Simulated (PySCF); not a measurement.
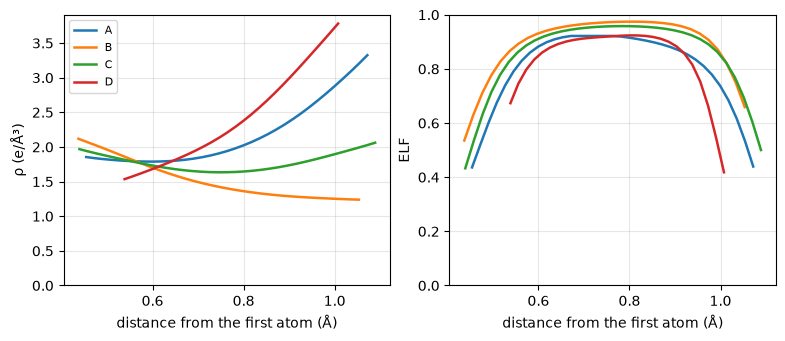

Figure 1: C₂H₁₀B₂N₂Si. Total electron density and electron localisation function along straight lines between neighbouring atoms. The curves leave out the atomic cores.

Geometry: GFN2-xTB.

Level of theory: PySCF 2.14.0, PBE0/pcSseg-1, SCF density, gas phase, non-relativistic.

```yaml
atoms:
  - { symbol: B, position_ang: [2.7715, -0.3775, 1.1800] }
  - { symbol: Si, position_ang: [1.2745, -0.0786, -0.0356] }
  - { symbol: N, position_ang: [0.1129, -1.3964, -0.1427] }
  - { symbol: B, position_ang: [-1.2613, -1.3151, 0.0479] }
  - { symbol: C, position_ang: [-1.9165, 0.0852, 0.4190] }
  - { symbol: C, position_ang: [-1.1105, 1.3152, 0.0031] }
  - { symbol: N, position_ang: [0.2602, 1.2162, 0.4761] }
  - { symbol: H, position_ang: [3.3695, 0.5108, 1.6468] }
  - { symbol: H, position_ang: [3.1744, -1.4519, 1.4006] }
  - { symbol: H, position_ang: [1.7253, 0.0514, -1.4637] }
  - { symbol: H, position_ang: [0.5056, -2.3019, -0.3514] }
  - { symbol: H, position_ang: [-1.9249, -2.2841, -0.0253] }
  - { symbol: H, position_ang: [-2.9213, 0.1809, 0.0014] }
  - { symbol: H, position_ang: [-2.0388, 0.1099, 1.5065] }
  - { symbol: H, position_ang: [-1.1433, 1.4106, -1.0917] }
  - { symbol: H, position_ang: [-1.5614, 2.2183, 0.4292] }
  - { symbol: H, position_ang: [0.6770, 2.1190, 0.6391] }
```

**Which curve belongs to which contact (B–N, C–B, C–C and C–N)? The first atom named is at distance zero.**

Curve A: C–N (1.45 Å): ρ is about 1.9 e/Å³ halfway; the ELF peaks at about 0.90 between the atoms, as expected for a covalent bond. Curve B: C–B (1.59 Å): the density is about 1.4 e/Å³ at the midpoint; the ELF peaks at about 1 between the atoms, as expected for a covalent bond. Curve C: C–C (1.53 Å): the density is about 1.6 e/Å³ at the midpoint; the ELF peaks at about 0.95 between the atoms, as expected for a shared electron pair. Curve D: B–N (1.39 Å): ρ at the midpoint is about 1.9 e/Å³; the ELF peaks at about 0.90 between the atoms (a polar covalent bond).
